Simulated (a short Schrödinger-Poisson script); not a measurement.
Stack: gated Al0.4Ga0.6As/GaAs modulation-doped gas, at 77 K.

```tsv
layer	material	thickness (nm)	Nd (cm⁻³)	Na (cm⁻³)
1	Al0.4Ga0.6As	20	-	-
2	Al0.4Ga0.6As	20	7.3e17	-
3	Al0.4Ga0.6As	20	-	-
4	GaAs	6000	-	2e15
```

Constants are typed, rounded textbook-type inputs, not results; the design itself was drawn at random and stands for no fabricated device. Al0.4Ga0.6As: permittivity 11.76, conduction-band edge (eV) 0.316, gap (eV) 1.923, electron mass (mₑ) 0.1002, Nv at 300 K (cm⁻³) 9e18. GaAs: permittivity 12.9, conduction-band edge (eV) 0, gap (eV) 1.424, Nv at 300 K (cm⁻³) 9e18.

Channel valleys (confinement mass, in-plane density-of-states mass, number): Γ 0.067, 0.067, 1. At the gate the conduction-band edge of layer 1 lies 1.07 eV − eVg above the Fermi level of the channel; the field vanishes at the back. Donor level 0.02 eV below the band edge. The barrier under the gate holds no holes. Gaps are held at their typed values at every temperature. Mesh 0.08 nm at interfaces.

From a short Schrödinger-Poisson script (our own, NumPy): 1D Poisson equation in equilibrium, electrons quantum, Hartree (BenDaniel-Duke, 40 states a valley, the channel's in-plane mass for all, wave functions free to enter the barrier), parabolic valleys, classical holes, donors ionised by Fermi statistics, acceptors fully, no traps, pinning or gate leakage.

Only gate voltages with over 1e8 electrons/cm² are shown.

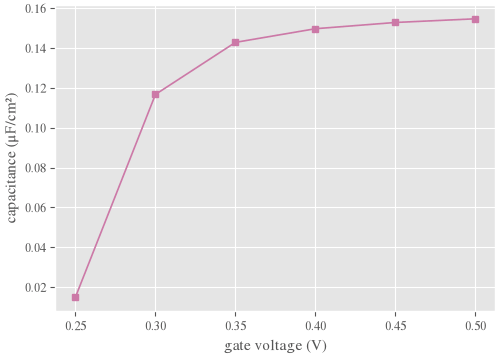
Fig. 1. Quasi-static capacitance against gate voltage

```csv
Vg (V),electrons (cm⁻²),in the channel layer,C (μF/cm²),Γ E0 (meV),Γ E1 (meV)
0.5,1.99e11,1.97e11,0.155,-4.2,27.5
0.4,1.04e11,1.03e11,0.150,2.0,32.2
0.3,1.77e10,1.75e10,0.117,15.4,44.2
```

Subbands count from the Fermi level.
